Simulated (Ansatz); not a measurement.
# Single-point calculation of GaSiH6Cl

- system: GaSiH6Cl
- method: RKS PBE0-D4/def2-TZVPP (Ansatz 0.2.0)

The geometry is the product side of a reaction. The reaction was set up to form Ga1–Cl6 and Si2–H5 and to break Ga1–Si2 and H5–Cl6 (atoms counted from 1 in the order of the input); sticks are drawn by distance alone. The geometry comes from this level: PBE0-D4/def2-TZVP.

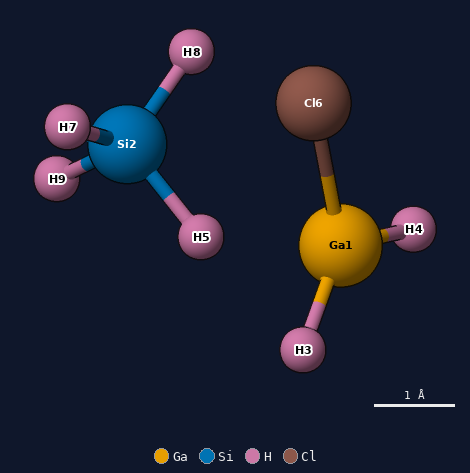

*The structure (ball-and-stick view, seen at a tilt; atoms are numbered from 1 in the order of the input). Sticks mark near contacts.*

Bond lengths as drawn: Cl–Ga 2.17 Å, Ga–H 1.56 Å and H–Si 1.48 to 1.51 Å.

Input file:
```yaml
crystal:
  periodic: [false, false, false]
  atoms:
    - {symbol: Ga, position_ang: [-0.962216, -0.008186, -1.512107]}
    - {symbol: Si, position_ang: [0.784699, -0.143554, 1.243758]}
    - {symbol: H, position_ang: [-0.020411, -0.582836, -2.611071]}
    - {symbol: H, position_ang: [-2.271736, -0.603589, -0.915317]}
    - {symbol: H, position_ang: [0.251766, -0.795566, -0.011110]}
    - {symbol: Cl, position_ang: [-0.619762, 2.083499, -1.026872]}
    - {symbol: H, position_ang: [1.859922, 0.787957, 0.845634]}
    - {symbol: H, position_ang: [-0.336340, 0.529533, 1.931337]}
    - {symbol: H, position_ang: [1.314076, -1.267259, 2.055648]}
basis:
  gaussian: {orbitals: def2-TZVPP}
hamiltonian: {xc: pbe0, dispersion: d4}
output: {orbitals: {seedname: orbitals}}
```

Run on 4 threads of Arm Neoverse V2, 23 GiB of memory available, shared host.

Launched with:
```bash
ansatz run in.yaml --threads 4 --pin off --events-out ev --progress --plain --max-ram 9574MiB
```

Log:
```
Functional definition: PBE0
  name "PBE0"
  cite "Adamo & Barone, J. Chem. Phys. 110, 6158 (1999) doi:10.1063/1.478522"
  cite "Perdew, Burke & Ernzerhof, Phys. Rev. Lett. 77, 3865 (1996) doi:10.1103/PhysRevLett.77.3865"
  parent pbe
  parameter a = 0.25
  parameter kappa = 0.804
  parameter beta = 0.06672455060314922
  exchange = (1 - a)*pbe_x(kappa = kappa, mu = beta*pi^2/3) + a*exact_x
  correlation = pbe_c(beta = beta)
1383 factors; their error is unknown
mean field evaluation 1: about -72861.6810 eV, gradient 2.6e1 eV
mean field evaluation 2: about -72861.5589 eV, gradient 3.3e1 eV
mean field evaluation 4: about -72862.6678 eV, gradient 8.7e-1 eV
mean field evaluation 8: about -72862.9026 eV, gradient 1.7e-1 eV
mean field evaluation 16: about -72862.9026 eV, gradient 2.6e-5 eV
mean field -72862.90260291 eV, -2677.6622824076 hartree, gradient 2.6e-5 eV, S^2 0.000000; 0 other end points of the search recorded, 0 dependent functions left out
reference -72862.90263838 eV, -2677.6622837114 hartree; 34, 34 occupied and 182, 182 virtual orbitals, 1383 factors
Total energy: -72863.07691016 eV, -2677.6686880808 hartree
```

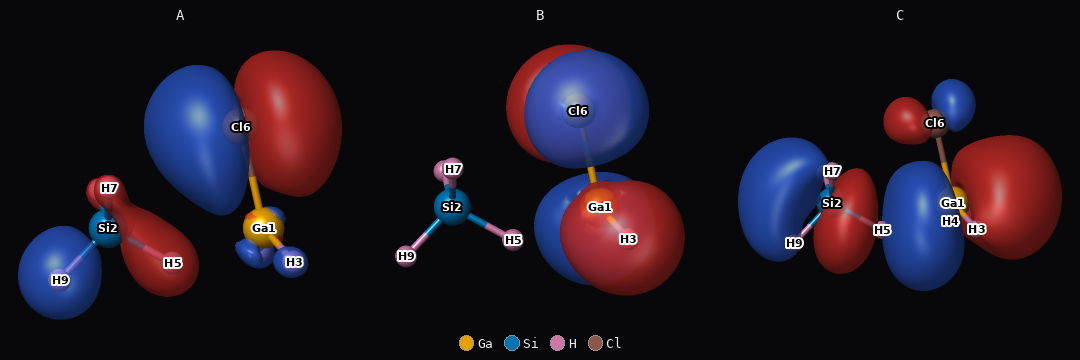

*Three frontier orbitals at ±0.06 Å⁻³ᐟ² (blue and red are the two phases).*

A is the HOMO−1 (−8.79 eV). B is the HOMO (−8.21 eV). C is the LUMO (−1.26 eV). By Hirshfeld shares it lies mainly on Ga1 (50 %) and Si2 (20 %). The HOMO–LUMO gap is 6.95 eV between the orbital energies.

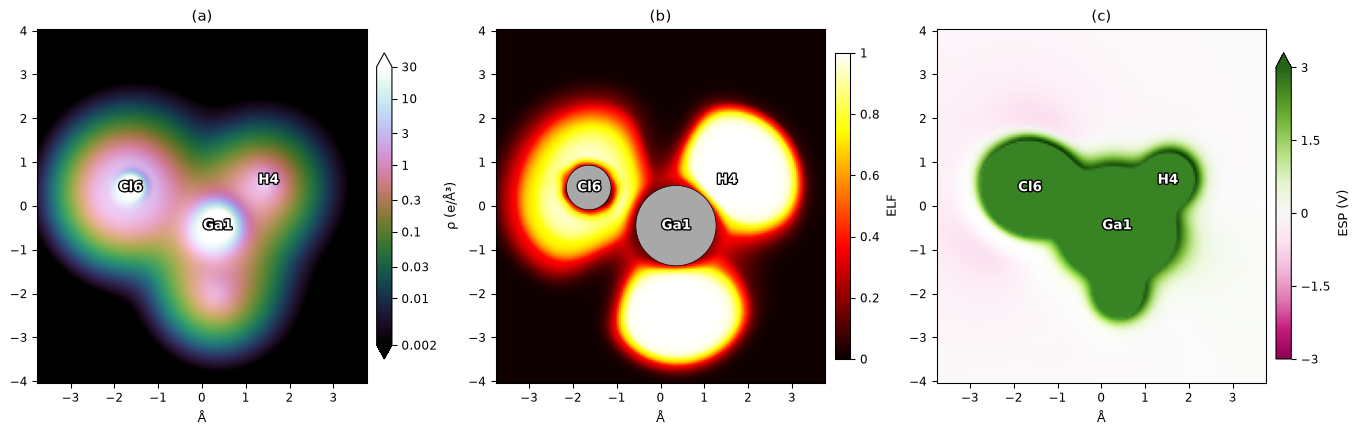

*(a) total electron density; (b) ELF; (c) molecular electrostatic potential on the plane of atoms H4, Ga1 and Cl6. Grey discs, where drawn, cover atomic cores.*

The section cuts through Ga, H and Cl sites. Ga–Cl (2.17 Å): ρ is about 0.68 e/Å³ halfway; the ELF peaks at about 0.85 in the valence shell of Cl, 0.8 Å from its nucleus, and is about 0.55 at the midpoint. Ga–H (1.56 Å): ρ at the midpoint is about 1 e/Å³, with its minimum of 0.8 e/Å³ about 0.9 Å from Ga; the ELF climbs to about 1 towards the hydrogen, as it does in any bond to H.

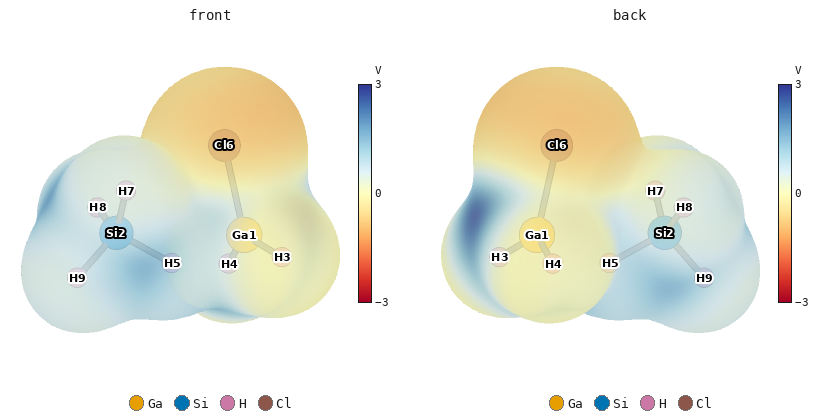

*The electrostatic potential painted on the density surface at 0.002 e/bohr³, seen at a tilt and from behind; the colour scale runs from red (negative) to blue (positive).*

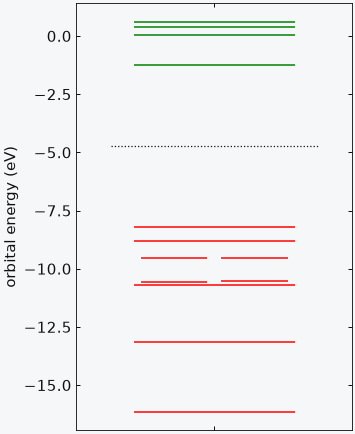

*Orbital energies near the frontier; the dotted line parts filled from empty levels, and levels within 0.02 eV of each other stand side by side.*

Highest filled −8.21 eV, lowest empty −1.26 eV, 6.95 eV apart.

Results in brief:

- outcome: converged
- total energy: −72863.0769 eV
- mean-field energy: −72862.9026 eV
- dispersion energy: −0.1743 eV
- SCF solution under orbital rotations: stable
- HOMO: −8.21 eV
- LUMO: −1.26 eV
- wall time: 2.2 s (CPU time 8.2 s)
- peak memory: 0.57 GiB
